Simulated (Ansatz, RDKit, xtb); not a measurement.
**Isomers of C5H9B, a sample narrowed down**

A sample of isomers of C5H9B is drawn. Aim: find which of them has the lowest free energy at 298.15 K, then its properties. The sample is small against all isomers, and the most stable one of this formula need not be in it.

Plan: many cheap relaxations first (GFN2-xTB), then density-functional screening, relaxation at PBE0-D3(BJ)/def2-SVP, vibrations (at GFN2-xTB) and a final energy. The numbers are computed, not measured.

### Step 1. Candidates

Isomers were taken from a list of plausible structures; this is a sample, not all of them. That gives 3 candidates.

```
label               SMILES     spin
 c012  B[C@@H]1C[C@@H]1C=C  singlet
 c018   B[C@@H]1C[C@H]1C=C  singlet
 c333          BC1(C=C)CC1  singlet
```

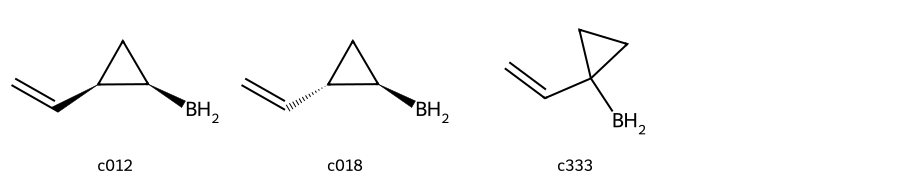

Structural formulas of the candidates.

Candidates are built by distance geometry, with a force field where one applies, in up to four conformers (letters a to d).

### Step 2. Cheap relaxation of all starts

All 6 starts are relaxed the same way. One of them, c333c (taken from a list of positional isomers, embedded by distance geometry and UFF), in full:

start.xyz

```xyz
15
c333c
C      0.439076     0.974821    -0.292067
C     -0.339190     0.699433    -1.580575
C      0.192260     0.312174    -2.742084
C      1.661702     0.113880    -0.006452
C      1.827762     1.605809    -0.447837
B     -0.332786     1.477231     1.004996
H     -1.403694     1.034106     1.203652
H      0.159079     2.121202     1.823767
H     -1.414144     0.882006    -1.526056
H      1.283480     0.109059    -2.861279
H     -0.452622     0.136404    -3.550350
H      1.912352    -0.053557     1.019946
H      1.982530    -0.589088    -0.792026
H      2.263364     1.659006    -1.505822
H      2.197485     2.239008     0.370251
```

Run with:

```sh
$ xtb start.xyz --gfn 2 --opt
```

What it wrote, cut to the lines that bear on the results:

```text
* xtb version 6.7.1
[...]
          :  # basis functions                  33          :
[...]
          :  # electrons                        32          :
[...]
          :  Hamiltonian                  GFN2-xTB          :
[...]
          :  net charge                          0          :
          :  unpaired electrons                  0          :
[...]
   *** convergence criteria satisfied after 12 iterations ***
[...]
   *** GEOMETRY OPTIMIZATION CONVERGED AFTER 15 ITERATIONS ***
[...]
   *** convergence criteria satisfied after 3 iterations ***
[...]
         ::                     SUMMARY                     ::
         :::::::::::::::::::::::::::::::::::::::::::::::::::::
         :: total energy             -16.457045701931 Eh    ::
         :: gradient norm              0.000439790819 Eh/a0 ::
         :: HOMO-LUMO gap              3.691091793407 eV    ::
         ::.................................................::
         :: SCC energy               -16.738578451213 Eh    ::
         :: -> isotropic ES            0.020725267870 Eh    ::
         :: -> anisotropic ES          0.006116658023 Eh    ::
         :: -> anisotropic XC          0.010205640796 Eh    ::
         :: -> dispersion             -0.009052074655 Eh    ::
         :: repulsion energy           0.281532749282 Eh    ::
         :: add. restraining           0.000000000000 Eh    ::
         :: total charge              -0.000000000000 e     ::
         :::::::::::::::::::::::::::::::::::::::::::::::::::::
[...]
        16        2.0000           -0.3841085             -10.4521 (HOMO)
        17                         -0.2484634              -6.7610 (LUMO)
[...]
     #   Z          covCN         q      C6AA      α(0)
     1   6 C        3.831    -0.058    21.585     6.610
     2   6 C        2.888    -0.033    28.818     8.801
     3   6 C        2.836    -0.097    30.431     9.040
     4   6 C        3.806    -0.052    21.502     6.601
     5   6 C        3.806    -0.052    21.503     6.601
     6   5 B        2.784     0.232    17.837     7.061
     7   1 H        0.939    -0.098     5.488     3.662
     8   1 H        0.939    -0.101     5.583     3.694
     9   1 H        0.925     0.031     2.579     2.511
    10   1 H        0.926     0.029     2.597     2.520
    11   1 H        0.926     0.027     2.625     2.534
    12   1 H        0.926     0.039     2.462     2.454
    13   1 H        0.926     0.046     2.365     2.405
    14   1 H        0.926     0.046     2.365     2.405
[...]
     #   Z sym  total        # sym  WBO       # sym  WBO       # sym  WBO
 ---------------------------------------------------------------------------
     1   6 C    3.915 --     6 B    1.107     2 C    1.043     5 C    0.865
                             4 C    0.864
     2   6 C    3.991 --     3 C    1.948     1 C    1.043     9 H    0.966
     3   6 C    3.992 --     2 C    1.948    11 H    0.978    10 H    0.973
     4   6 C    3.953 --     5 C    1.037    12 H    0.980    13 H    0.974
                             1 C    0.864
     5   6 C    3.953 --     4 C    1.037    15 H    0.980    14 H    0.974
                             1 C    0.865
     6   5 B    3.214 --     1 C    1.107     7 H    0.979     8 H    0.978
     7   1 H    0.990 --     6 B    0.979
     8   1 H    0.990 --     6 B    0.978
     9   1 H    0.999 --     2 C    0.966
    10   1 H    0.999 --     3 C    0.973
[...]
molecular dipole:
                 x           y           z       tot (Debye)
 q only:        0.298      -0.019       0.017
   full:        0.373      -0.059      -0.095       0.990
molecular quadrupole (traceless):
[...]
          | TOTAL ENERGY              -16.457045701931 Eh   |
          | GRADIENT NORM               0.000439790819 Eh/α |
          | HOMO-LUMO GAP               3.691091793407 eV   |
           -------------------------------------------------
[...]
```

Wall time 0.36 s (2 threads of AMD EPYC (Zen 3), shared host).

### Step 3. The minima found

6 of the 6 relaxations converged; 1 ended on a minimum already found. 5 distinct structures remain:

```
label  start         SMILES after     spin  energy (kcal/mol)
c018a  drawn   B[C@@H]1C[C@H]1C=C  singlet                0.0
c012a  drawn  B[C@@H]1C[C@@H]1C=C  singlet                1.2
c333c  drawn          BC1(C=C)CC1  singlet                2.9
c012b  drawn  B[C@@H]1C[C@@H]1C=C  singlet                3.0
c333b  drawn          BC1(C=C)CC1  singlet                3.1
```

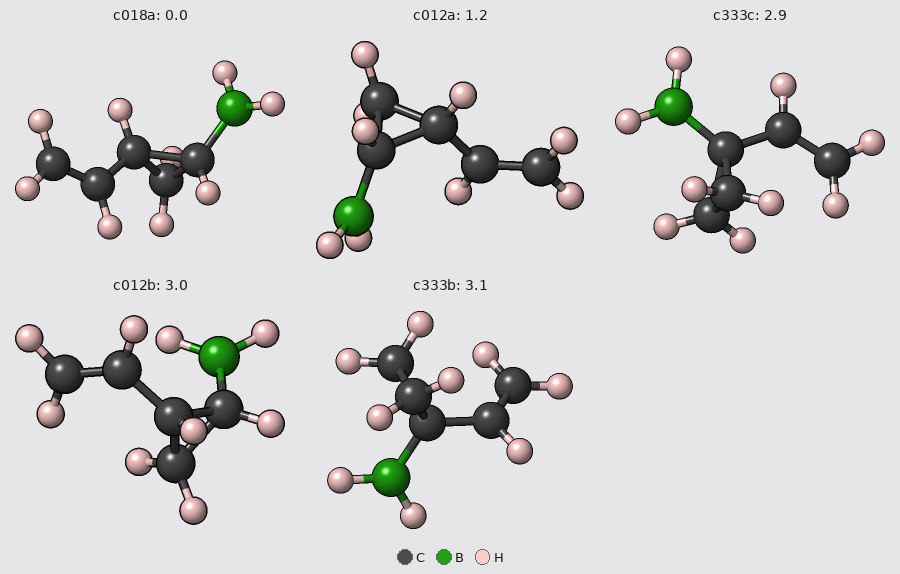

The 5 lowest minima that did not fall apart, with their GFN2-xTB energies in kcal/mol.

### Step 4. Single points on the low minima

A choice of the minima (the low ones first, few conformers of a pattern, up to a cap) and the lowest that fell apart get a single point at r2SCAN-D4/def2-SVP on the tight-binding geometry, and one at HF/STO-3G for comparison. The lowest singlets are also tried as triplets at the same geometry (label ending in t). The first, c018a:

input.yaml

```yaml
crystal:
  periodic: [false, false, false]
  atoms:
    - {symbol: C, position_ang: [-0.841380, 0.929922, -0.843285]}
    - {symbol: C, position_ang: [-1.126280, -0.555001, -0.736784]}
    - {symbol: C, position_ang: [-0.140891, 0.037772, 0.203616]}
    - {symbol: C, position_ang: [1.293395, -0.212056, 0.036334]}
    - {symbol: C, position_ang: [2.169488, -0.203451, 1.029167]}
    - {symbol: B, position_ang: [-1.849715, 1.976453, -0.352953]}
    - {symbol: H, position_ang: [-2.586692, 1.712132, 0.517381]}
    - {symbol: H, position_ang: [-1.882759, 3.039787, -0.839690]}
    - {symbol: H, position_ang: [-0.191349, 1.184599, -1.674491]}
    - {symbol: H, position_ang: [-0.759884, -1.184938, -1.534319]}
    - {symbol: H, position_ang: [-2.084669, -0.857852, -0.343750]}
    - {symbol: H, position_ang: [-0.455607, 0.176567, 1.230235]}
    - {symbol: H, position_ang: [1.621054, -0.409895, -0.976880]}
    - {symbol: H, position_ang: [1.870440, -0.006979, 2.046097]}
    - {symbol: H, position_ang: [3.215844, -0.395487, 0.867088]}
basis:
  gaussian:
    orbitals: def2-SVP
hamiltonian:
  xc: {name: r2SCAN}
  dispersion: d4
scf:
  lower_state_search: "off"
output:
  orbitals: {seedname: orbitals}
```

Run with:

```sh
$ ansatz run input.yaml --threads 2 --pin off --max-ram 5220MiB --events-out events.jsonl --progress --plain --runs-dir runs
```

What it wrote, cut to the lines that bear on the results:

```text
Warning: RAYON_NUM_THREADS=2 ignored (pool sized by the plan → 2); use --threads N
Functional definition: r2SCAN
  name "r2SCAN"
[...]
1466 factors; their error is unknown
[...]
mean field -5997.82419280 eV, -220.4159736141 hartree, gradient 4.7e-6 eV, S^2 0.000000; 0 other end points of the search recorded, 0 dependent functions left out
reference -5997.82420443 eV, -220.4159740415 hartree; 22, 22 occupied and 107, 107 virtual orbitals, 1466 factors
Total energy: -5997.90273274 eV, -220.4188599037 hartree
Checks for a lower state left out: stability, starts, cluster_reference, orbital_swaps, neighbouring_geometries, increment
```

It took 6 s on 2 threads of AMD EPYC (Zen 3), shared host.

Relative energies in kcal/mol, each column from its lowest structure that stays in one piece:

```
 label               SMILES     spin  GFN2-xTB  HF/STO-3G  r2SCAN-D4/def2-SVP
 c018a   B[C@@H]1C[C@H]1C=C  singlet       0.0        0.0                 0.0
 c012a  B[C@@H]1C[C@@H]1C=C  singlet       1.2        1.3                 1.8
 c012b  B[C@@H]1C[C@@H]1C=C  singlet       3.0        2.8                 3.3
 c333c          BC1(C=C)CC1  singlet       2.9        3.4                 3.3
 c333b          BC1(C=C)CC1  singlet       3.1        3.4                 3.7
c018at   B[C@@H]1C[C@H]1C=C  triplet         –          –                88.1
```

### Step 5. Refinement at PBE0-D3(BJ)/def2-SVP

3 candidates are relaxed at PBE0-D3(BJ)/def2-SVP (chosen among the lowest in one piece, one conformer a pattern). The first, c018a:

input.yaml

```yaml
crystal:
  periodic: [false, false, false]
  atoms:
    - symbol: C
      position_ang: [-0.841380, 0.929922, -0.843285]
    - symbol: C
      position_ang: [-1.126280, -0.555001, -0.736784]
    - symbol: C
      position_ang: [-0.140891, 0.037772, 0.203616]
    - symbol: C
      position_ang: [1.293395, -0.212056, 0.036334]
    - symbol: C
      position_ang: [2.169488, -0.203451, 1.029167]
    - symbol: B
      position_ang: [-1.849715, 1.976453, -0.352953]
    - symbol: H
      position_ang: [-2.586692, 1.712132, 0.517381]
    - symbol: H
      position_ang: [-1.882759, 3.039787, -0.839690]
    - symbol: H
      position_ang: [-0.191349, 1.184599, -1.674491]
    - symbol: H
      position_ang: [-0.759884, -1.184938, -1.534319]
    - symbol: H
      position_ang: [-2.084669, -0.857852, -0.343750]
    - symbol: H
      position_ang: [-0.455607, 0.176567, 1.230235]
    - symbol: H
      position_ang: [1.621054, -0.409895, -0.976880]
    - symbol: H
      position_ang: [1.870440, -0.006979, 2.046097]
    - symbol: H
      position_ang: [3.215844, -0.395487, 0.867088]
basis:
  gaussian:
    orbitals: def2-SVP
scf:
  lower_state_search: off
relax:
  f_tol: 0.006
hamiltonian:
  xc: pbe0
  dispersion: d3bj
```

Run with:

```sh
$ ansatz run input.yaml --threads 2 --pin off --max-ram 5220MiB --events-out events.jsonl --progress --plain --runs-dir runs
```

What it wrote, cut to the lines that bear on the results:

```text
Warning: RAYON_NUM_THREADS=2 ignored (pool sized by the plan → 2); use --threads N
[...]
Functional definition: PBE0
  name "PBE0"
[...]
1495 factors; integrals over basis functions are off by at most 4.1e-4 eV
[...]
mean field -5994.31942917 eV, -220.2871759263 hartree, gradient 6.1e-6 eV, S^2 0.000000; 0 other end points of the search recorded, 0 dependent functions left out
[...]
reference -5994.31945973 eV, -220.2871770495 hartree; 22, 22 occupied and 107, 107 virtual orbitals, 1495 factors
relax step   1: F+E_penalty+E_count = -5994.59018270 eV  Δ(F+E_penalty+E_count) = +0.000e0 eV  max|allowed force component| = 9.504e-1 eV/Å  Δτ_max = 0.0000 Å  (15 SCF iters, accepted)
[...]
relax step   3: F+E_penalty+E_count = -5994.67155231 eV  Δ(F+E_penalty+E_count) = -7.941e-3 eV  max|allowed force component| = 6.912e-2 eV/Å  Δτ_max = 0.0243 Å  (20 SCF iters, accepted)
[...]
Atom 6 at    -2.566231     1.642318     0.547013 Å, force     0.000869    -0.000732    -0.001868 eV/Å
Atom 7 at    -1.757363     3.111354    -0.698306 Å, force    -0.000502     0.001220     0.000572 eV/Å
Atom 8 at    -0.208450     1.152049    -1.759539 Å, force    -0.002405    -0.001688     0.001678 eV/Å
Atom 9 at    -0.745628    -1.246737    -1.517872 Å, force    -0.003227     0.001503     0.000462 eV/Å
Atom 10 at    -2.112357    -0.876263    -0.342693 Å, force     0.001061    -0.000513    -0.001816 eV/Å
Atom 11 at    -0.504219     0.227146     1.202340 Å, force    -0.001364    -0.001079    -0.001556 eV/Å
Atom 12 at     1.630772    -0.400459    -0.983657 Å, force    -0.001326    -0.001352     0.002253 eV/Å
Atom 13 at     1.841840     0.034098     2.068658 Å, force     0.000501     0.000950    -0.001640 eV/Å
Atom 14 at     3.217701    -0.367840     0.872796 Å, force    -0.000528     0.002406     0.000413 eV/Å
Dipole moment:     0.116558    -0.208372    -0.052907 e Å
Checks for a lower state left out: stability, starts, cluster_reference, orbital_swaps, neighbouring_geometries, increment
```

Run time: 92 s. Hardware: 2 threads of AMD EPYC (Zen 3), shared host.

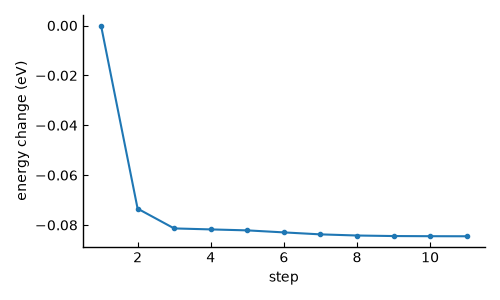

Energy along the run, all evaluated steps.

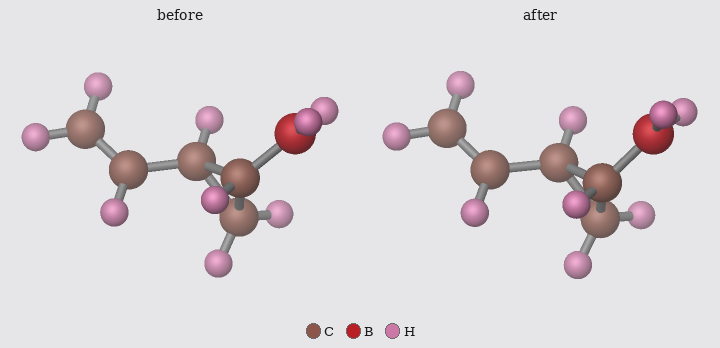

Before and after, at one scale.

After the run. Bond lengths: C1–C2 1.510 Å, C1–C3 1.562 Å, C2–C3 1.482 Å, C3–C4 1.472 Å, C4–C5 1.335 Å, C1–B6 1.528 Å, B6–H7 1.213 Å, B6–H8 1.210 Å, C1–H9 1.095 Å, C2–H10 1.094 Å, C2–H11 1.093 Å, C3–H12 1.094 Å, C4–H13 1.098 Å, C5–H14 1.094 Å, C5–H15 1.092 Å. Some angles: C1–C2–C3 62.9°, C2–C1–C3 57.7°, C2–C1–B6 121.7°, C3–C1–B6 112.2°, C1–C3–C2 59.4°, C1–C3–C4 117.6°, C2–C3–C4 121.1°, C3–C4–C5 124.8°, C1–C2–H10 116.5°, C1–C2–H11 117.8°.

### Step 6. After refinement

```
label     spin  r2SCAN-D4/def2-SVP (kcal/mol)  PBE0-D3(BJ)/def2-SVP, relaxed (kcal/mol)     time
c018a  singlet                            0.0                                       0.0     92 s
c012a  singlet                            1.8                                       1.6  1.7 min
c333c  singlet                            3.3                                       2.9     57 s
```

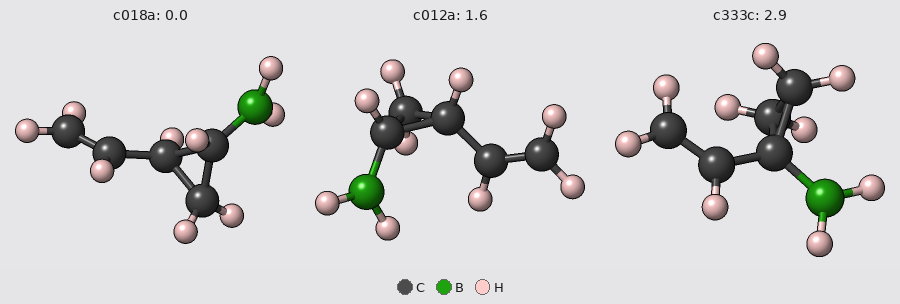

The relaxed structures, with energies at PBE0-D3(BJ)/def2-SVP in kcal/mol.

[end of part 1 of 2]
